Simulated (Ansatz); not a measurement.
# Grüneisen parameters and expansion of Hf (Hafnium, P6_3/mmc)

Which modes of Hf (Hafnium) drive its thermal expansion?

Calculated with Ansatz 0.2.0; DFT LDA, scalar-relativistic, plane waves, PAW; PAW set soft_1.

**1. Set-up**

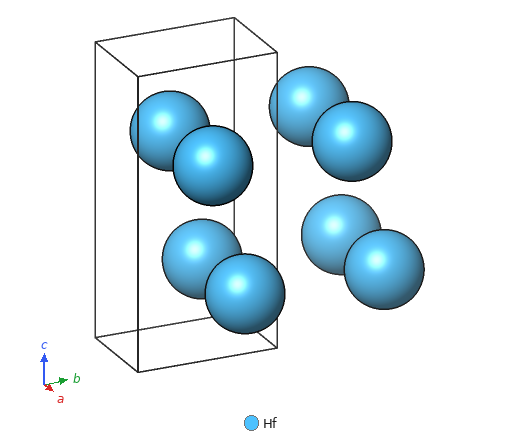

The starting structure, seen slightly off an axis (hafnium blue). 2×2×1 cells are drawn.

Structure file:

```cif
data_structure
_symmetry_space_group_name_H-M 'P6_3/mmc'
_symmetry_Int_Tables_number 194
_cell_length_a 3.1967
_cell_length_b 3.1967
_cell_length_c 5.0578
_cell_angle_alpha 90.000
_cell_angle_beta 90.000
_cell_angle_gamma 120.000
_cell_volume 44.76
loop_
_atom_site_label
_atom_site_type_symbol
_atom_site_symmetry_multiplicity
_atom_site_Wyckoff_symbol
_atom_site_fract_x
_atom_site_fract_y
_atom_site_fract_z
_atom_site_occupancy
Hf1 Hf 2 c 0.33333 0.66667 0.25000 1
```

**2. A first coarse run**

Before spending time, one coarse run tells the gap and the pressure of the starting cell.

Contents of input.yaml:

```yaml
crystal:
  lattice:
    - [3.1967, 0.0, 0.0]
    - [-1.59835, 2.7684234083, 0.0]
    - [0.0, 0.0, 5.0578]
  atoms:
    - { symbol: Hf, position: [0.3333333333, 0.6666666667, 0.25] }
    - { symbol: Hf, position: [0.6666666667, 0.3333333333, 0.75] }
kpoints:
  mp_grid: { grid: [6, 6, 4] }
hamiltonian:
  xc: lda
  pseudopotentials: { kind: paw, azcp: { folder: soft_1 }, xc_functional: pbe }
scf:
  occupations: { method: gaussian, width: 0.1 }
  lower_state_search: "off"
output:
  forces: true
  stress: true
  eigenvalues: true
```

Run with:

```sh
> ansatz run input.yaml --threads 18 --pin off --max-ram 92160MiB --backend cuda --events-out ev --progress --plain --runs-dir out --max-vram 78GiB
```

Numbers of over 12 decimals in the logs are rounded to 6 here.

What it wrote:

```text
Engine: ansatz 0.2.0, aarch64-unknown-linux-gnu
Pseudopotentials: kind: paw
Pseudopotential: Hf, paw, valence charge 26, recommended cutoff 420 eV (normal), soft_1/Hf.paw.azcp
Functional definition: SPW92
  exchange = slater_x
  correlation = pw_c
device memory: the entry about to start is reckoned to put 1.0 GiB on a device that reports 111.4 GiB free (of which the cap on the GPU budget leaves the run 78.0 GiB)
GPU FFT provider: cuFFT
GPU libraries: cuBLAS 13.8.1, cuFFT 12.4.0, cuSOLVER 12.3.2
GPU matrix products: emulated (plane waves: as basis.precision tells), large ones in fixed point in workspaces of 1.00 GiB
Crystal: 2 atoms, lattice volume = 44.761 Å³
Basis set: ecut = 420 eV, 881 PW (Γ)
Bands: 32, of which v1, the nominal top of the filled ones, is band 26 counted from 1 (25 counted from 0)
Symmetry: 24 space group operations
Space group: P63/mmc (ITA 194), of the structure as read, at distance tolerance 3.6e-5 Å
k-points: 21 of 144
Non-local potential: Hf, projectors of the file, l = 0: 3, l = 1: 2, l = 2: 2, l = 3: 3
PAW form: soft (Blöchl's): semilocal exchange-correlation on the pseudo side does not see the compensation charge
PAW frozen core: Hf, regenerated for the run's functional, and the local potential with it (the file was generated under x = pbe(κ = 0.804, μ = 0.219515), c = pbe(β = 0.066725))
PAW one-centre angular grid: Hf, 590 points (default); XC on 64 Gauss nodes
Initial density: superposition of atomic densities (chi_scale 0.1, normalization cell)
Initial wavefunctions: pseudopotential atomic-orbital guess
GPU buffer pool allocated for 20736 grid points (all kernels)
GPU transforms: local potential and band sums: pruned to the plane-wave sphere, on 24×24×36
Functional: x = slater, c = lda
SCF iter   1: F=—  HF=-30955.119177 eV  |F-HF|=—  |Δ(HF+E_count)|=         —  Δρ=3.33e-2  dr2=6.15e-1  ethr=3.10e-3  ⟨swp⟩=4.6  Hψ=2359  notcnv=0
preconditioner: auto → Kerker (q_TF=auto, 2.797 Å⁻¹)  [metal: Δε(μ)=0.054 eV  Ē_g=16.951 eV  σ=0.100 eV  W_gap=0.30  n_scr=22 (ndim 8)  ℏωp=38.5 eV  f_vac=0.000  D(μ)=3.48/eV (n_scr^D=36)]
SCF iter   2: F=—  HF=-30954.983623 eV  |F-HF|=—  |Δ(HF+E_count)|=   1.36e-1  Δρ=2.13e-2  dr2=2.51e-1  ethr=1.18e-3  ⟨swp⟩=2.7  Hψ=1503  notcnv=0  defer=1
SCF iter   3: F=—  HF=-30954.952095 eV  |F-HF|=—  |Δ(HF+E_count)|=   3.15e-2  Δρ=8.67e-3  dr2=3.78e-2  ethr=4.82e-4  ⟨swp⟩=3.0  Hψ=1442  notcnv=0
SCF iter   4: F=—  HF=-30954.884397 eV  |F-HF|=—  |Δ(HF+E_count)|=   6.77e-2  Δρ=2.67e-3  dr2=1.53e-3  ethr=7.27e-5  ⟨swp⟩=3.1  Hψ=1468  notcnv=0
SCF iter   5: F=—  HF=-30954.888009 eV  |F-HF|=—  |Δ(HF+E_count)|=   3.61e-3  Δρ=1.64e-3  dr2=1.05e-3  ethr=2.94e-6  ⟨swp⟩=4.0  Hψ=1851  notcnv=0
SCF iter   6: F=—  HF=-30954.885319 eV  |F-HF|=—  |Δ(HF+E_count)|=   2.69e-3  Δρ=1.92e-4  dr2=1.12e-5  ethr=2.03e-6  ⟨swp⟩=3.3  Hψ=1518  notcnv=0
SCF iter   7: F=—  HF=-30954.885466 eV  |F-HF|=—  |Δ(HF+E_count)|=   1.46e-4  Δρ=5.81e-5  dr2=1.07e-6  ethr=2.16e-8  ⟨swp⟩=3.0  Hψ=1764  notcnv=0
SCF iter   8: F=-30954.885466 eV  HF=-30954.885466 eV  |F-HF|=2.50e-8  |Δ(HF+E_count)|=   1.27e-8  Δρ=1.16e-5  dr2=4.54e-8  ethr=1.92e-10  ⟨swp⟩=9.9  Hψ=5705  notcnv=0
SCF 1 converged in 8 iterations: F = -30954.885466 eV  dr2 = 4.54e-8
  greatest PAW one-centre occupation: 0.998 electrons in one spin orbital (limit 2), on the Hf atom at site 1 (counted from 0), in its partial waves of l = 3
SCF converged after 8 iterations
Free energy (F): -30954.885466 eV
Harris-Foulkes:  -30954.885466 eV  (|F-HF|=2.50e-8)
Internal energy: -30954.868033 eV  (E = F + TS)
E sigma→0 (E₀):  -30954.876749 eV
Entropy (-TS):   -0.017433 eV (-8.716 meV/atom)
Fermi energy:    17.870137 eV
--- Per-component energies (eV) ---
  E_band       = -37.381504
  E_kinetic    = 818.957343
  E_local      = -12664.003820  (includes V_loc(G=0)·N_el)
  E_nonlocal   = 142.914974
  E_hartree    = 6152.337709
  E_xc         = -528.601141
  E_vxc        = -509.625076  (∫ρ·V_xc dr)
  E_paw        = -14906.667261  (= ΣΔE_a)
  E_vpaw       = -130.303874  (= ΣTr[D̂ρ^β])
  E_aug_tail   = 0.000215  (compensation charges beyond the density's cutoff)
  E_ewald      = -9974.720229
  E_core_change = 4.914176  (= ΣΔE_core)
  E_smearing   = -0.017433  (= −TS)
  E_closure    = 0.000000  (closes the sum)
  Σ components = -30954.885466   (vs F -30954.885466, Δ=0.00e0)
--- Forces (eV/Å), atoms counted from 1 ---
  atom   1  Hf     0.00000000    -0.00000000    -0.00000000
  atom   2  Hf     0.00000000     0.00000000     0.00000000
  max |Σ_I F_I| component: 7.40e-17 eV/Å
--- Stress (GPa, compression-positive) ---
       -7.783635      -0.000000      -0.000000
       -0.000000      -7.783635      -0.000000
       -0.000000      -0.000000      -7.289107
  P = ⅓ Tr σ = -7.6188 GPa (-76.188 kbar)
--- Band table (eV; the first three rows and the last of 21) ---
  k-point 0: bands = [... 22 lower, 10.4604, 14.0921, 18.5756, 18.9186, 18.9186, 19.1983, 19.7286, 19.7286, ... 2 higher]
  k-point 1: bands = [... 22 lower, 11.0229, 13.7481, 17.9587, 18.7151, 18.7151, 18.7491, 19.3333, 19.3333, ... 2 higher]
  k-point 2: bands = [... 22 lower, 12.4394, 12.4394, 17.9502, 17.9502, 18.8023, 18.8023, 18.8023, 18.8023, ... 2 higher]
  k-point 20: bands = [... 22 lower, 16.0220, 16.0220, 16.3813, 16.3813, 17.6544, 17.6544, 20.2606, 20.2606, ... 2 higher]
```

Run time: 0.95 s. Hardware: 1 × NVIDIA GB200 with 18 threads of Arm Neoverse V2, shared host; peak memory 1 GiB.

Numbers from this step:

| Property | Result |
| --- | --- |
| pressure | -7.619 GPa |
| volume per atom | 22.38 Å³/atom |
| gap on the k-mesh | 0 eV |

The start is under -7.6 GPa at this level and looks like a metal on this mesh.

**3. Finding the static equilibrium**

Phonons are second derivatives about a minimum, so cell and atoms are relaxed first, inside the symmetry of the start.

Edit input.yaml of step 2 so:

```diff
@@ -9,3 +9,3 @@
 kpoints:
-  mp_grid: { grid: [6, 6, 4] }
+  mp_grid: { grid: [15, 15, 8] }
 hamiltonian:
@@ -20 +20,6 @@
   eigenvalues: true
+relax:
+  adjacent_minimum: "off"
+  f_tol: 0.005
+  max_steps: 80
+  cell: { stress_tol: 0.05 }
```

What it wrote:

```text
[...]
Crystal: 2 atoms, lattice volume = 44.761 Å³
Basis set: ecut = 420 eV, 881 PW (Γ)
Bands: 32, of which v1, the nominal top of the filled ones, is band 26 counted from 1 (25 counted from 0)
Symmetry: 24 space group operations
[...]
k-points: 135 of 1800
[...]
SCF iter   1: F=—  HF=-30955.146338 eV  |F-HF|=—  |Δ(HF+E_count)|=         —  Δρ=3.33e-2  dr2=6.13e-1  ethr=3.10e-3  ⟨swp⟩=5.1  Hψ=15213  notcnv=0
[...]
SCF iter   2: F=—  HF=-30955.010556 eV  |F-HF|=—  |Δ(HF+E_count)|=   1.36e-1  Δρ=2.12e-2  dr2=2.47e-1  ethr=1.18e-3  ⟨swp⟩=2.5  Hψ=7492  notcnv=0  defer=55
[...]
SCF iter   8: F=-30954.911707 eV  HF=-30954.911707 eV  |F-HF|=1.30e-8  |Δ(HF+E_count)|=   1.14e-8  Δρ=7.23e-6  dr2=2.61e-8  ethr=1.92e-10  ⟨swp⟩=9.9  Hψ=30135  notcnv=0
SCF 1 converged in 8 iterations: F = -30954.911707 eV  dr2 = 2.61e-8
[...]
relax step   1: F+E_penalty+E_count = -30954.91170724 eV  Δ(F+E_penalty+E_count) = +0.000e0 eV  max|allowed force component| = 1.943e-16 eV/Å  Δτ_max = 0.0000 Å  P = -7.663 GPa  Ω = 44.761 Å³  (8 SCF iters, dr2 threshold 1.00e-7 eV, accepted)
[...]
Crystal: 2 atoms, lattice volume = 38.499 Å³
Basis set: ecut = 420 eV, 749 PW (Γ)
[...]
iter 1 solved again at ethr=8.09e-6 eV; its pass at ethr=3.10e-3 eV (dr2=4.21e-3 eV) is discarded
[...]
SCF iter   2: F=—  HF=-30954.889617 eV  |F-HF|=—  |Δ(HF+E_count)|=   2.76e-3  Δρ=1.95e-3  dr2=7.12e-4  ethr=8.09e-6  ⟨swp⟩=2.0  Hψ=7301  notcnv=0
[...]
SCF iter   7: F=-30954.889180 eV  HF=-30954.889180 eV  |F-HF|=1.81e-9  |Δ(HF+E_count)|=   1.68e-7  Δρ=3.99e-6  dr2=5.61e-9  ethr=3.85e-10  ⟨swp⟩=7.1  Hψ=24661  notcnv=0
SCF 2 converged in 7 iterations: F = -30954.889180 eV  dr2 = 5.61e-9
relax step   2: F+E_penalty+E_count = -30954.88917993 eV  Δ(F+E_penalty+E_count) = +2.253e-2 eV  max|allowed force component| = 4.441e-16 eV/Å  Δτ_max = 0.0000 Å  P = +10.959 GPa  Ω = 38.499 Å³  energy of the carried Pulay correction = +1.460e-3 eV  (7 SCF iters, dr2 threshold 2.00e-7 eV, rejected (line search))
[...]
Crystal: 2 atoms, lattice volume = 41.950 Å³
[...]
SCF iter   9: F=-30954.989803 eV  HF=-30954.989803 eV  |F-HF|=3.64e-12  |Δ(HF+E_count)|=  7.28e-12  Δρ=6.74e-8  dr2=1.38e-12  ethr=1.00e-12  ⟨swp⟩=8.7  Hψ=29606  notcnv=0
SCF 3 converged in 9 iterations: F = -30954.989803 eV  dr2 = 1.38e-12
relax step   3: F+E_penalty+E_count = -30954.98980329 eV  Δ(F+E_penalty+E_count) = -7.810e-2 eV  max|allowed force component| = 1.388e-16 eV/Å  Δτ_max = 0.0000 Å  P = -0.834 GPa  Ω = 41.950 Å³  energy of the carried Pulay correction = +6.294e-4 eV  (9 SCF iters, accepted)
[...]
relax step   4: F+E_penalty+E_count = -30954.99064395 eV  Δ(F+E_penalty+E_count) = -8.407e-4 eV  max|allowed force component| = 1.110e-16 eV/Å  Δτ_max = 0.0000 Å  P = +0.082 GPa  Ω = 41.632 Å³  energy of the carried Pulay correction = +7.032e-4 eV  (4 SCF iters, dr2 threshold 2.00e-7 eV, accepted)
[...]
relax step   5: F+E_penalty+E_count = -30954.99064555 eV  Δ(F+E_penalty+E_count) = -1.598e-6 eV  max|allowed force component| = 3.325e-16 eV/Å  Δτ_max = 0.0000 Å  P = +0.000 GPa  Ω = 41.660 Å³  energy of the carried Pulay correction = +6.966e-4 eV  (4 SCF iters, dr2 threshold 2.22e-8 eV, accepted)
[...]
SCF iter   1: F=—  HF=-30954.990038 eV  |F-HF|=—  |Δ(HF+E_count)|=         —  Δρ=5.62e-5  dr2=1.67e-7  ethr=3.65e-9  ⟨swp⟩=4.7  Hψ=32933  notcnv=0
[...]
SCF iter   2: F=—  HF=-30954.990048 eV  |F-HF|=—  |Δ(HF+E_count)|=   1.04e-5  Δρ=5.28e-5  dr2=6.20e-7  ethr=3.21e-10  ⟨swp⟩=3.7  Hψ=11010  notcnv=0
[...]
SCF iter   6: F=-30954.990048 eV  HF=-30954.990048 eV  |F-HF|=7.28e-12  |Δ(HF+E_count)|=  9.82e-11  Δρ=1.11e-7  dr2=3.88e-12  ethr=1.00e-12  ⟨swp⟩=6.2  Hψ=29888  notcnv=0
SCF 6 converged in 6 iterations: F = -30954.990048 eV  dr2 = 3.88e-12
relax step   6: F+E_penalty+E_count = -30954.99004803 eV  Δ(F+E_penalty+E_count) = +5.975e-4 eV  max|allowed force component| = 3.325e-16 eV/Å  Δτ_max = 0.0000 Å  P = -0.011 GPa  Ω = 41.660 Å³  stress off target by 2.38e-2 GPa  SCF on the basis re-selected at this cell (its energy is not comparable with the rows above)  (6 SCF iters)
basis re-selected at this cell: Δ(F+E_penalty+E_count) = +5.975e-4 eV, ΔP = -0.011 GPa vs the last step (what re-selecting the basis moved, of the pressure what is left beyond the Pulay correction that the steps carried, after the strain that the cell walked since its last selection, with what the two solves' SCF thresholds leave and, on support functions, any second-order correction that the steps lacked; it is no m [...]
SCF converged after 6 iterations
Free energy (F): -30954.990048 eV
[...]
Internal energy: -30954.982380 eV  (E = F + TS)
E sigma→0 (E₀):  -30954.986214 eV
Entropy (-TS):   -0.007668 eV (-3.834 meV/atom)
Fermi energy:    19.307181 eV
[...]
--- Stress (GPa, compression-positive) ---
       -0.003911      -0.000000      -0.000000
        0.000000      -0.003911      -0.000000
       -0.000000      -0.000000      -0.023811
  P = ⅓ Tr σ = -0.0105 GPa (-0.105 kbar)
--- Band table (eV; the first three rows and the last of 135) ---
  k-point 0: bands = [... 22 lower, 11.7062, 15.3481, 20.3324, 20.4136, 20.4136, 20.7160, 21.3055, 21.3055, ... 2 higher]
  k-point 1: bands = [... 22 lower, 11.8637, 15.2962, 20.0721, 20.3229, 20.3229, 20.5838, 21.1753, 21.1753, ... 2 higher]
  k-point 2: bands = [... 22 lower, 12.3167, 15.0758, 19.5751, 20.1931, 20.1931, 20.2328, 20.8707, 20.8707, ... 2 higher]
  k-point 134: bands = [... 22 lower, 17.3648, 17.3648, 17.7603, 17.7603, 19.2163, 19.2163, 21.8737, 21.8737, ... 2 higher]
--- Relaxed structure (5 steps of the walk, 4 accepted, 1 SCFs on fresh bases) ---
  F+E_penalty+E_count = -30954.99004803 eV   max|allowed force component| = 3.325e-16 eV/Å   (the final SCF, on the basis selected at the relaxed cell)
  cell:  # Å, volume = 41.6602 Å³
    - [3.120772, 0.0, 0]
    - [-1.560386, 2.702667, -2.4167819591724692e-18]
    - [0, -4.415364989511426e-18, 4.939313]
  atoms:
    - { symbol: Hf, position: [0.333333, 0.666667, 0.25] }
    - { symbol: Hf, position: [0.666667, 0.333333, 0.75] }
```

Run time: 5.9 s. Hardware: 1 × NVIDIA GB200 with 18 threads; peak memory 1 GiB.

The steps of the relaxation:

| step | energy less that of the first step (eV) | largest force component (eV/Å) | pressure (GPa) | volume (Å³) |
| --- | --- | --- | --- | --- |
| 1 | 0.0000 | 0.0000 | -7.66 | 44.76 |
| 2 | 0.0225 | 0.0000 | 10.96 | 38.50 |
| 3 | -0.0781 | 0.0000 | -0.83 | 41.95 |
| 4 | -0.0789 | 0.0000 | 0.08 | 41.63 |
| 5 | -0.0789 | 0.0000 | 0.00 | 41.66 |
| 6* | -0.0783 | 0.0000 | -0.01 | 41.66 |

Relaxation steps marked * repeat the geometry before them on a plane-wave basis chosen anew for their cell, so energy and pressure can jump there. Relaxation step 2 was tried and not accepted.

The run keeps the 24 symmetry operations that it works with, so distortions that break them were not tested.

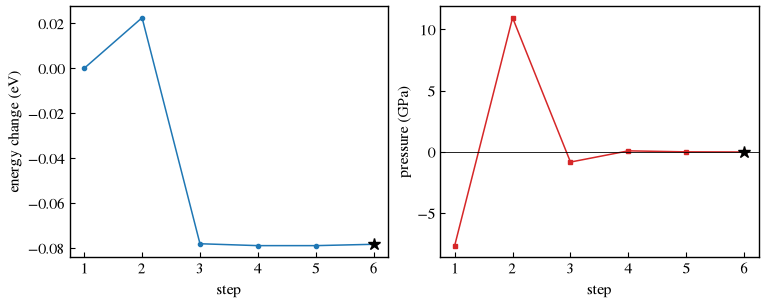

Energy and pressure along the relaxation. Stars mark steps on a basis chosen anew.

| conventional cell, symmetrised | before | after | change |
| --- | --- | --- | --- |
| a (Å) | 3.197 | 3.121 | -2.4 % |
| b (Å) | 3.197 | 3.121 | -2.4 % |
| c (Å) | 5.058 | 4.939 | -2.3 % |
| volume (Å³/atom) | 22.38 | 20.83 | -6.9 % |

Final coordinates:

```
Hf
1.0
     3.12077    0.00000    0.00000
    -1.56039    2.70267    0.00000
     0.00000    0.00000    4.93931
Hf
2
Cartesian
  0.0000 1.8018 1.2348
  1.5604 0.9009 3.7045
```

This step gave:

| Property | Result |
| --- | --- |
| pressure | -0.01054 GPa |
| volume per atom | 20.83 Å³/atom |

The relaxation ends with a pressure of -0.01 GPa.

**4. Relaxing to small residual forces and stress**

The thresholds are tightened for a last relaxation ahead of the phonons, and where mesh or smearing change with them the cell follows.

input.yaml, the sections that differ from step 3:

```yaml
crystal:
  lattice:
    - [3.1207715153, 0.0, 0.0]
    - [-1.5603857576, 2.7026674116, 0.0]
    - [0.0, 0.0, 4.93931317]
  atoms:
    - { symbol: Hf, position: [0.3333333333, 0.6666666667, 0.25] }
    - { symbol: Hf, position: [0.6666666667, 0.3333333333, 0.75] }
scf:
  occupations: { method: methfessel_paxton, width: 0.2 }
  lower_state_search: "off"
relax:
  adjacent_minimum: "off"
  f_tol: 0.001
  max_steps: 60
  cell: { stress_tol: 0.01 }
# kpoints, hamiltonian, output: as in step 3
```

What it wrote:

```text
[...]
Crystal: 2 atoms, lattice volume = 41.660 Å³
Basis set: ecut = 420 eV, 809 PW (Γ)
Bands: 32, of which v1, the nominal top of the filled ones, is band 26 counted from 1 (25 counted from 0)
Symmetry: 24 space group operations
[...]
k-points: 135 of 1800
[...]
k-point 134: bands = [... 22 lower, 17.3661, 17.3661, 17.7616, 17.7616, 19.2182, 19.2182, 21.8749, 21.8749, ... 2 higher]
--- Relaxed structure (3 steps of the walk, 2 accepted, 1 SCFs on fresh bases) ---
[...]
cell:  # Å, volume = 41.6569 Å³
    - [3.120613, -2.886607382214365e-11, 0.0]
    - [-1.560306, 2.702530, 0.0]
    - [0.0, 0.0, 4.939431]
  atoms:
    - { symbol: Hf, position: [0.333333, 0.666667, 0.25] }
    - { symbol: Hf, position: [0.666667, 0.333333, 0.75] }
[key lines of the parts left out:]
SCF converged after 4 iterations
Free energy (F): -30954.985117 eV
Fermi energy:    19.317372 eV
P = ⅓ Tr σ = 0.0002 GPa (0.002 kbar)
```

The job ended after 3.7 s (1 × NVIDIA GB200 with 18 threads; peak memory 1.1 GiB).

Little changed from the start: no atom moved by 0.005 Å and no cell edge by 0.1 %.

Numbers from this step:

| Item | Value |
| --- | --- |
| pressure | 2.14e-4 GPa |

The residual pressure is 2.1e-4 GPa, small enough for phonons.

(Continued in part 2 of 4.)

[Logs are printed without paths, hosts, clocks, repeated set-up lines and the standing remarks that a program may print on its own settings, such as how far it seeks lower states.]

[Hosts, paths, dates, database ids (printed as entryN), source tags and the programs' standing remarks are cut or masked in the printed files.]

[A step with changed settings may run another functional than the one named; its input shows which.]

[Of the runs on displaced cells, only some may be shown.]
